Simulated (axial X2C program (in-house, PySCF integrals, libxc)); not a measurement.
**AuS⁺: properties at the nuclei**

Wanted for AuS⁺: properties at the nuclei, at the two-component level.

Program: an in-house X2C program for linear molecules on PySCF integrals. Level of theory: two-component X2C with atomic mean-field terms, Au dyall-cv3z, S dyall-av3z. These are calculated values, not measurements.

1 further run of the same task is left out (it didn't finish).

## 1. Set-up

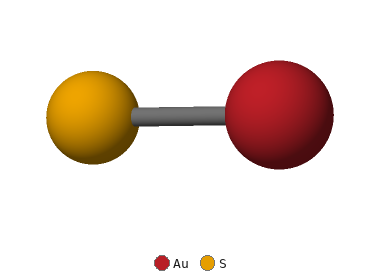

The two atoms at 2.150 Å (gold red, sulfur amber).

task.json reads:

```json
{"zs": [79, 16], "q": 1, "bas": ["dyall-cv3z", "dyall-av3z"], "r0": 2.15, "levels": ["PBE0", "HF", "r2SCAN", "BP86", "PBE50"], "nst": 3}
```

Keys: zs atomic numbers; q charge; bas basis sets; r0 starting distance in Å; levels methods (HF also brings MP2); nst determinants followed.

Launch:

```sh
$ python soeom.py task.json out
```

Further steps of the session: Expectation values, lowest determinant; Expectation values, a higher determinant.

**Question.** What will these runs give? Wanted: lowest determinant; Eeff magnitude; Ws magnitude Au; A∥/gI Au; qzz Au; higher determinant; qzz S (for each run or level that gives them).

The runs gave:

```
                               quantity                                            value
                     lowest determinant  Ω = 1 (excess of +ω over −ω: ω = -1/2, ω = 3/2)
           Eeff magnitude (GV/cm), PBE0                                             6.95
            Ws magnitude Au (kHz), PBE0                                             5.04
                   A∥/gI Au (MHz), PBE0                                            -1510
                    qzz Au (a.u.), PBE0                                             1.27
                     higher determinant                             Ω = 0 (closed shell)
qzz Au (a.u.), PBE0, higher determinant                                             1.72
 qzz S (a.u.), PBE0, higher determinant                                            -0.91
```

What this shows: In the first state, the effective field runs from 0.951 to 9.18 GV/cm over the mean-field levels, so the levels don't agree on it. The expectation values come from single determinants, which for open shells can mix terms of unlike spin or miss the lowest Ω, so a determinant need not be a state. Eeff is the effective electric field on the electron dipole moment in this Ω state and Ws the scalar–pseudoscalar constant (defined with the proton number Z and per Ω); A∥ is the parallel hyperfine constant, which follows by multiplying with the nuclear g factor gI = μI/(I μN); qzz is the electric field gradient, eQq0 = 234.96 MHz × Q/barn × qzz. The operators were transformed with the bare-nucleus X2C matrices.
